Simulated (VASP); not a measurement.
Band structure of V3Ge (space group Pm-3n). Computed with PBEsol GGA, VASP's PBE PAW potentials (set 64) (plane waves; VASP).

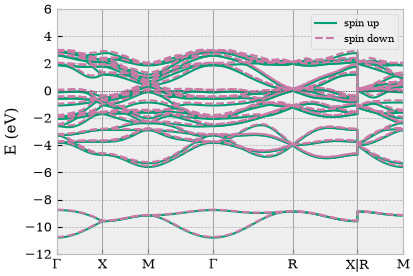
Figure. Bands along high-symmetry lines, zero at the valence-band maximum or, without a gap, the Fermi level

Read the plot: is there a gap, and where are the band edges?

It has no gap at this level: it comes out as a metal or semimetal. (Edges off the drawn lines would not show.)

The structure comes from a measured V3Ge entry (Pm-3n) of the Crystallography Open Database, whose conditions weren't checked. It was relaxed first.
